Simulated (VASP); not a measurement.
Energy against volume of Pb (fcc). Method: PBEsol GGA, VASP's PBE PAW potentials (set 64) (plane waves; VASP).

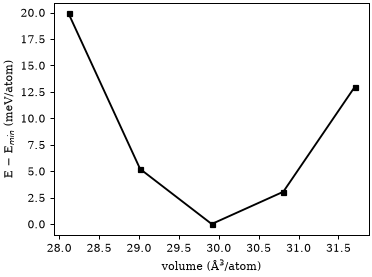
*Energy against volume*

Question: Estimate the equilibrium volume and the bulk modulus.

Answer: The minimum lies near 30.0 Å³/atom, and the curvature gives B0 of about 48 GPa.

Measured: bulk modulus 47.0 GPa at 0 K (computed value off by +1.6 %), as given by H. Levämäki et al., Physical Review B (2014), arXiv:1402.3671 [corrected for temperature and zero-point phonon effects]; a 4.902 Å at 0 K (computed value off by +0.6 %), as given by Gábor I. Csonka et al., Physical Review B (2009), arXiv:0903.4037 [low-temperature or extrapolated to 0 K; zero-point anharmonic expansion removed].

The compound is Pb in the fcc structure. It was relaxed first.
